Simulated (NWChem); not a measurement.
# the pair C2H6···H2S, step by step

Wanted: the energy (singlet C2H8S, TPSS-D3(BJ)/def2-TZVP), then the energy (singlet C2H6, TPSS-D3(BJ)/def2-TZVP), then a single-point energy (singlet H2S, TPSS-D3(BJ)/def2-TZVP), then the energy (singlet C2H6, TPSS-D3(BJ)/def2-TZVP), then a single-point energy (singlet H2S, TPSS-D3(BJ)/def2-TZVP) of C2H8S and its partners. 

Program for the calculation: NWChem 7.3.0.

## 1. The molecule

C2H8S has 11 atoms, charge 0, and is taken as a singlet. The two molecules were placed rigidly side by side, at 0.85 times their contact distance; the pair isn't optimised.

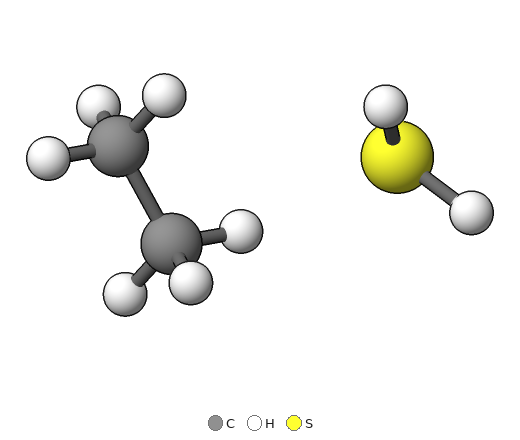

The structure, seen from a chosen angle (carbon grey, hydrogen white, sulfur yellow).

## 2. The energy at TPSS-D3(BJ)/def2-TZVP (run 1)

The input, struct.nw:

```
start struct
memory stack 880 mb heap 220 mb global 1100 mb
charge 0

geometry units angstroms noautosym nocenter noautoz
  C    -0.326800    0.132200   -0.672500
  C     0.326800   -0.132200    0.672500
  H     0.070500   -0.529600   -1.445900
  H    -1.407100   -0.025700   -0.629000
  H    -0.158600    1.160200   -1.002400
  H    -0.070400    0.529600    1.445900
  H     1.407100    0.025600    0.628900
  H     0.158500   -1.160100    1.002500
  S     0.677220    3.574430   -1.319540
  H     1.760470    2.846450   -1.010680
  H     1.002990    3.606300   -2.620250
end

basis spherical bse
  * library def2-TZVP
end

dft
  xc xtpss03 ctpss03
  disp vdw 4
  grid fine
  convergence energy 1e-08
  iterations 100
  mulliken
  print low
end

task dft energy
```

The run is started by

```console
$ nwchem struct.nw > struct.out
```

Standard output, shortened:

```text
[...]
 d= 0,ls=0.0,diis     1   -479.2629466391 -5.78D+02  3.43D-03  5.55D-01     5.0
[...]
 d= 0,ls=0.0,diis     8   -479.3051044301  5.02D-09  1.45D-06  1.13D-07    34.6
         Total DFT energy =     -479.305104430072
      One electron energy =     -853.801945561160
           Coulomb energy =      315.117947817807
    Exchange-Corr. energy =      -39.575844181073
 Nuclear repulsion energy =       98.961772489837
    Dispersion correction =       -0.007034995483
[...]
      Total Density - Mulliken Population Analysis
     ---------------------------------------------
    Atom       Charge   Shell Charges
 -----------   ------   -------------------------------------------------------
    1 C    6     6.31   0.85  1.12  0.51  0.65  0.08  1.34  1.29  0.41  0.02  0.05  0.00
    2 C    6     6.33   0.85  1.12  0.51  0.65  0.08  1.33  1.29  0.41  0.02  0.05  0.00
    3 H    1     0.90   0.28  0.48  0.12  0.02
    4 H    1     0.90   0.28  0.48  0.12  0.02
    5 H    1     0.89   0.28  0.49  0.10  0.02
    6 H    1     0.89   0.28  0.48  0.11  0.02
    7 H    1     0.90   0.28  0.48  0.12  0.02
    8 H    1     0.89   0.28  0.48  0.11  0.02
    9 S   16    16.32   2.01  0.47  1.48  1.09  0.80  4.19  1.66  0.95  2.36  1.21  0.03  0.05  0.01
   10 H    1     0.83   0.25  0.47  0.09  0.02
[...]
```

Wall time 35 s (1 thread of Intel Xeon 6975P-C (Granite Rapids), shared host); peak memory 0.13 GiB.

## 3. C2H6: a single-point energy at TPSS-D3(BJ)/def2-TZVP (run 2)

The input, c2h6.nw:

```
start c2h6
memory total 2200 mb

geometry noautosym nocenter noautoz
C     -0.326800     0.132200    -0.672500
C      0.326800    -0.132200     0.672500
H      0.070500    -0.529600    -1.445900
H     -1.407100    -0.025700    -0.629000
H     -0.158600     1.160200    -1.002400
H     -0.070400     0.529600     1.445900
H      1.407100     0.025600     0.628900
H      0.158500    -1.160100     1.002500
end

basis spherical bse
* library def2-TZVP
end

dft
xc xtpss03 ctpss03
disp vdw 4
grid fine
convergence energy 1e-08
maxiter 100
mulliken
print low
end

task dft energy
```

The run is started by

```console
$ nwchem c2h6.nw > c2h6.out
```

Standard output, shortened:

```text
[...]
 d= 0,ls=0.0,diis     1    -79.8552672409 -1.22D+02  2.84D-03  2.11D-01     2.3
[...]
 d= 0,ls=0.0,diis     7    -79.8758003471 -7.14D-10  3.88D-08  3.07D-11    13.0
         Total DFT energy =      -79.875800347100
      One electron energy =     -189.497764537213
           Coulomb energy =       80.429160027312
    Exchange-Corr. energy =      -13.131755092324
 Nuclear repulsion energy =       42.328532579008
    Dispersion correction =       -0.003973323882
[...]
      Total Density - Mulliken Population Analysis
     ---------------------------------------------
    Atom       Charge   Shell Charges
 -----------   ------   -------------------------------------------------------
    1 C    6     6.32   0.85  1.12  0.51  0.65  0.08  1.33  1.30  0.41  0.02  0.05  0.00
    2 C    6     6.32   0.85  1.12  0.51  0.65  0.08  1.33  1.30  0.41  0.02  0.05  0.00
    3 H    1     0.89   0.28  0.48  0.11  0.02
    4 H    1     0.89   0.28  0.48  0.11  0.02
    5 H    1     0.89   0.28  0.48  0.11  0.02
    6 H    1     0.89   0.28  0.48  0.11  0.02
    7 H    1     0.89   0.28  0.48  0.11  0.02
    8 H    1     0.89   0.28  0.48  0.11  0.02
[...]
```

It took 14 s on 1 thread of Intel Xeon 6975P-C (Granite Rapids), shared host; peak memory 0.12 GiB.

## 4. H2S: the energy at TPSS-D3(BJ)/def2-TZVP (run 3)

The input, nw.nw:

```
start nw
title "H2S"
memory stack 880 mb heap 220 mb global 1100 mb

geometry units angstroms noautosym nocenter noautoz
   S     0.677220    3.574430   -1.319540
   H     1.760470    2.846450   -1.010680
   H     1.002990    3.606300   -2.620250
end

basis spherical bse
   * library def2-TZVP
end

dft
   xc xtpss03 ctpss03
   disp vdw 4
   grid fine
   convergence energy 1e-08
   iterations 100
   mulliken
   print low
end

task dft energy
```

The run is started by

```console
$ nwchem nw.nw > nw.out
```

Standard output, shortened:

```text
[...]
 d= 0,ls=0.0,diis     1   -399.4083144317 -4.12D+02  7.13D-03  3.43D-01     0.4
[...]
 d= 0,ls=0.0,diis     7   -399.4295211461 -2.39D-09  9.77D-07  8.02D-10     2.2
         Total DFT energy =     -399.429521146143
      One electron energy =     -576.806082169210
           Coulomb energy =      190.913682546384
    Exchange-Corr. energy =      -26.435231313400
 Nuclear repulsion energy =       12.899090892756
    Dispersion correction =       -0.000981102673
[...]
      Total Density - Mulliken Population Analysis
     ---------------------------------------------
    Atom       Charge   Shell Charges
 -----------   ------   -------------------------------------------------------
    1 S   16    16.32   2.01  0.47  1.48  1.09  0.80  4.19  1.66  0.96  2.35  1.22  0.03  0.05  0.01
    2 H    1     0.84   0.25  0.48  0.09  0.02
    3 H    1     0.84   0.25  0.48  0.09  0.02
[...]
```

Wall time 2.8 s (1 thread of Intel Xeon 6975P-C (Granite Rapids), shared host); peak memory 0.11 GiB.

## 5. C2H6 among ghost functions: the energy at TPSS-D3(BJ)/def2-TZVP (with ghost functions) (run 4)

The input, c2h6.nw:

```
echo
start c2h6
memory total 2200 mb
charge 0

geometry units bohr noautosym nocenter noautoz
C  -0.61756250  0.24982179 -1.27084082
C   0.61756250 -0.24982179  1.27084082
H   0.13322569 -1.00079896 -2.73235500
H  -2.65903363 -0.04856596 -1.18863773
H  -0.29971056  2.19246025 -1.89426147
H  -0.13303672  1.00079896  2.73235500
H   2.65903363  0.04837699  1.18844876
H   0.29952159 -2.19227128  1.89445044
bqS      1.279760     6.754694    -2.493569
bqH      3.326806     5.379011    -1.909908
bqH      1.895376     6.814919    -4.951555
end

basis spherical bse
C library def2-TZVP
H library def2-TZVP
bqS library S def2-TZVP
bqH library H def2-TZVP
end

dft
xc xtpss03 ctpss03
disp vdw 4
grid fine
convergence energy 1e-08
maxiter 100
mulliken
print low
end

task dft energy
```

The run is started by

```console
$ nwchem c2h6.nw > c2h6.out
```

Standard output, shortened:

```text
[...]
 d= 0,ls=0.0,diis     1    -79.8552741866 -1.22D+02  1.96D-03  2.11D-01     4.3
[...]
 d= 0,ls=0.0,diis     7    -79.8758185036 -7.12D-10  6.34D-08  2.24D-10    27.9
         Total DFT energy =      -79.875818503571
      One electron energy =     -189.497184435759
           Coulomb energy =       80.428495739640
    Exchange-Corr. energy =      -13.131685998663
 Nuclear repulsion energy =       42.328529514995
    Dispersion correction =       -0.003973323783
[...]
      Total Density - Mulliken Population Analysis
     ---------------------------------------------
    Atom       Charge   Shell Charges
 -----------   ------   -------------------------------------------------------
    1 C    6     6.32   0.85  1.12  0.51  0.65  0.07  1.33  1.29  0.41  0.02  0.05  0.00
    2 C    6     6.32   0.85  1.12  0.51  0.65  0.08  1.33  1.29  0.41  0.02  0.05  0.00
    3 H    1     0.89   0.28  0.48  0.11  0.02
    4 H    1     0.89   0.28  0.48  0.12  0.02
    5 H    1     0.89   0.28  0.49  0.10  0.02
    6 H    1     0.89   0.28  0.48  0.11  0.02
    7 H    1     0.89   0.28  0.48  0.11  0.02
    8 H    1     0.89   0.28  0.48  0.11  0.02
    9 X    0     0.00   0.00  0.00 -0.00 -0.00  0.00  0.00 -0.00  0.00 -0.00  0.00  0.00  0.00  0.00
   10 X    0     0.00   0.00 -0.00  0.00  0.00
[...]
```

Run time: 29 s. Hardware: 1 thread of Intel Xeon 6975P-C (Granite Rapids), shared host; peak memory 0.13 GiB.

## 6. H2S among ghost functions: a single-point energy at TPSS-D3(BJ)/def2-TZVP (with ghost functions) (run 5)

The input, h2s.nw:

```
start h2s
title "H2S energy"
memory total 2200 mb
charge 0
geometry units au noautosym nocenter noautoz
  S    1.27976033   6.75469375  -2.49356921
  H    3.32680615   5.37901093  -1.90990840
  H    1.89537641   6.81491932  -4.95155488
  bqC     -0.617562     0.249822    -1.270841
  bqC      0.617562    -0.249822     1.270841
  bqH      0.133226    -1.000799    -2.732355
  bqH     -2.659034    -0.048566    -1.188638
  bqH     -0.299711     2.192460    -1.894261
  bqH     -0.133037     1.000799     2.732355
  bqH      2.659034     0.048377     1.188449
  bqH      0.299522    -2.192271     1.894450
end
basis spherical bse
  S library def2-TZVP
  H library def2-TZVP
  bqC library C def2-TZVP
  bqH library H def2-TZVP
end
dft
  xc xtpss03 ctpss03
  disp vdw 4
  grid fine
  convergence energy 1e-08
  iterations 100
  mulliken
  print low
end
task dft
```

The run is started by

```console
$ nwchem h2s.nw > h2s.out
```

Standard output, shortened:

```text
[...]
 d= 0,ls=0.0,diis     1   -399.4086538272 -4.12D+02  2.65D-03  3.43D-01     4.5
[...]
 d= 0,ls=0.0,diis     7   -399.4298698689 -2.18D-09  7.16D-07  4.60D-09    28.6
         Total DFT energy =     -399.429869868902
      One electron energy =     -576.792662846136
           Coulomb energy =      190.898662830303
    Exchange-Corr. energy =      -26.433978723938
 Nuclear repulsion energy =       12.899089973539
    Dispersion correction =       -0.000981102671
[...]
      Total Density - Mulliken Population Analysis
     ---------------------------------------------
    Atom       Charge   Shell Charges
 -----------   ------   -------------------------------------------------------
    1 S   16    16.32   2.01  0.47  1.48  1.09  0.79  4.19  1.66  0.96  2.35  1.22  0.03  0.05  0.01
    2 H    1     0.84   0.25  0.47  0.10  0.02
    3 H    1     0.84   0.25  0.47  0.10  0.02
    4 X    0     0.01   0.00 -0.00 -0.00  0.00  0.00 -0.00  0.00  0.01 -0.00  0.00  0.00
    5 X    0     0.00   0.00 -0.00 -0.00  0.00 -0.00  0.00  0.00  0.00  0.00 -0.00 -0.00
    6 X    0    -0.00   0.00 -0.00 -0.00  0.00
    7 X    0     0.00   0.00 -0.00  0.00 -0.00
    8 X    0    -0.01   0.00 -0.01 -0.01  0.00
    9 X    0     0.00   0.00 -0.00  0.00  0.00
   10 X    0     0.00   0.00 -0.00  0.00  0.00
[...]
```

Wall time 29 s (1 thread of Intel Xeon 6975P-C (Granite Rapids), shared host); peak memory 0.13 GiB.

## 7. Results

| quantity | value |
| --- | --- |
| run 1, TPSS-D3(BJ)/def2-TZVP: total energy | -479.30510 Eh |
| run 1, TPSS-D3(BJ)/def2-TZVP: dispersion energy | -18.47 kJ/mol |
| C2H6: total energy | -79.87580 Eh |
| C2H6: dispersion energy | -10.43 kJ/mol |
| H2S: total energy | -399.42952 Eh |
| H2S: dispersion energy | -2.58 kJ/mol |
| C2H6 among ghost functions: total energy | -79.87582 Eh |
| C2H6 among ghost functions: dispersion energy | -10.43 kJ/mol |
| H2S among ghost functions: total energy | -399.42987 Eh |
| H2S among ghost functions: dispersion energy | -2.58 kJ/mol |
| interaction energy of the rigid parts C2H6 and H2S (parts in their own basis; closest atoms 2.55 Å apart) | 0.006 eV |
| interaction energy of the rigid parts C2H6 and H2S (parts in the whole basis, counterpoise; closest atoms 2.55 Å apart) | 0.016 eV |

**Reading.** The interaction energy of the rigid parts C2H6 and H2S (parts in their own basis; closest atoms 2.55 Å apart) is 0.01 eV (0.1 kcal/mol). Without counterpoise this holds the superposition error of the basis. The interaction energy of the rigid parts C2H6 and H2S (parts in the whole basis, counterpoise; closest atoms 2.55 Å apart) is 0.02 eV (1.5 kJ/mol). The basis-set superposition error is 1.0 kJ/mol.
